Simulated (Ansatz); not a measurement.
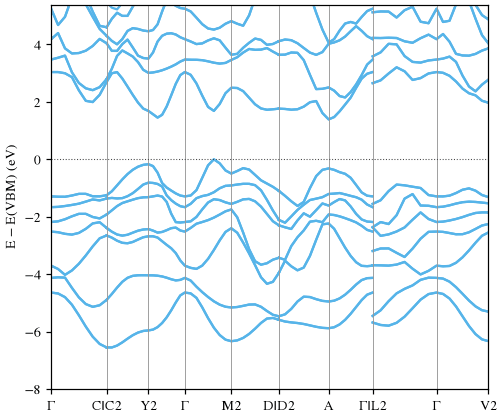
Fig. 1. Band structure from plane-wave PAW r²SCAN+D4 with spin–orbit coupling (Ansatz code)

### Question
Read off the gap and where the band edges lie.

### Answer
About 1.4 eV (1.39 eV by a search for the band edges); maximum on the Γ–M2 line, 64 % of the way from Γ, minimum at A.

The material is InSe in space group C2/m (No. 12; In on 4i, Se on 4i).

The first step of the workflow began from a Materials Project structure, measured or hypothetical; the Crystallography Open Database copy checked does not list it. It is not the phase usual at ambient conditions (space group No. 194). The r²SCAN+D4 relaxation kept the symmetry of its start; its stability against distortions is not shown here.

Potentials: the later of the program's two PAW sets.
